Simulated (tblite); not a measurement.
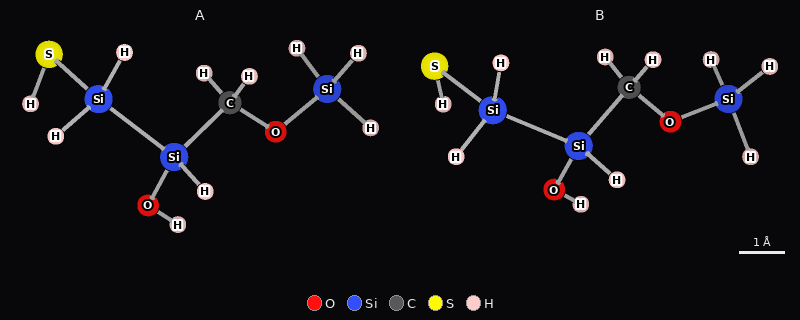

Two geometries of CH₁₀O₂SSi₃, drawn at one scale. One is the start of a relaxation, the other its converged end. The picture is a ball-and-stick view, seen at a tilt.

Level of theory: GFN2-xTB geometry optimisation, gas phase (tblite 0.8.0). 

> Which one is relaxed?

Structure B is the relaxed one. The energy falls by 7.29 kcal/mol in 90 geometry steps. The largest move after the best rigid fit is that of an H atom, 0.82 Å. By element the largest moves are H 0.82 Å, S 0.48 Å, O 0.38 Å, C 0.35 Å, Si 0.30 Å. Near-neighbour distances that change, for instance: O–Si 1.662 → 1.621 Å, H–Si 1.499 → 1.460 Å, Si–Si 2.329 → 2.303 Å, C–O 1.437 → 1.416 Å. Bond angles that change, for instance: C–O–Si 118.0° → 128.5°, O–Si–H 109.0° → 98.5°, Si–C–O 113.5° → 103.8°. Groups turn about S–Si by about 20°. Cost: 1.5 s on 1 thread of Arm Neoverse N1 (shared host).
